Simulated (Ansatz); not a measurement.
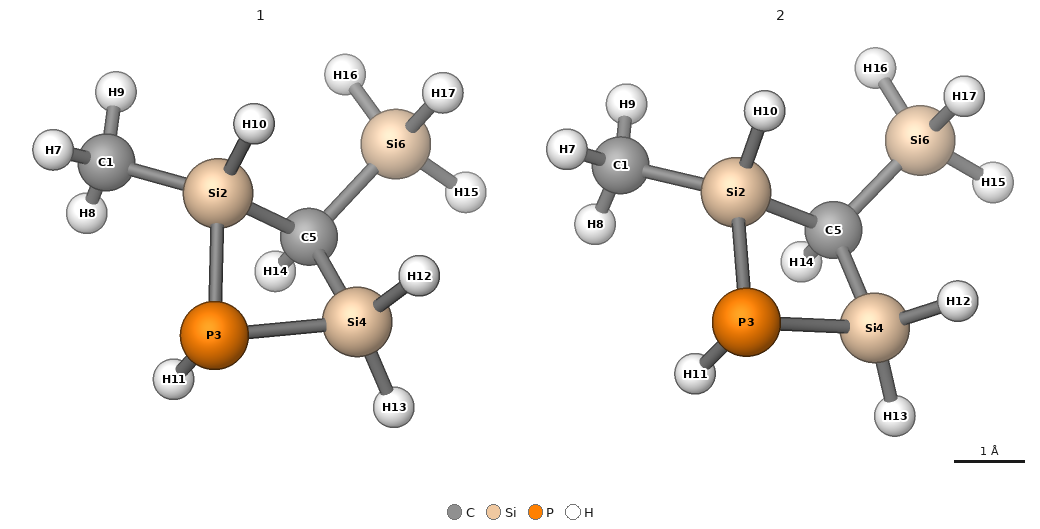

Two geometries of C₂H₁₁PSi₃, drawn at one scale. One is the start of a relaxation, the other its converged end. The picture is a ball-and-stick view, seen at a tilt.

Method: Ansatz, UKS PBE/STO-3G. Set-up: collinear spin; force threshold 0.02 eV/Å; at most 50 steps.

Which one is relaxed?

Answer. Structure 2 is the relaxed one. The run prepares an end point of a later path (hydrogen shift) calculation, from a guessed geometry. After 10 geometry steps the energy has fallen by 25.6 kcal/mol. Largest force component: 3.8 eV/Å at the start, 0.0055 eV/Å at the end. H12 moves most after the best rigid fit: 0.61 Å. Largest moves by element: H 0.61 Å, P 0.46 Å, Si 0.24 Å, C 0.14 Å. Some distances before and after: P3–Si4 2.172 → 2.248 Å, C5–Si6 1.946 → 1.877 Å, C1–H9 1.173 → 1.104 Å, Si4–C5 1.978 → 1.909 Å. Bond angles that change, for instance: Si4–P3–H11 100.7° → 90.8°, H12–Si4–H13 117.3° → 107.5°, C5–Si4–H13 107.1° → 114.9°. The run took 71 s on 1 thread of Arm Neoverse V2 (shared host), peak memory 0.18 GiB.

Limits of the set-up: STO-3G is a minimal basis, so the numbers are rough.
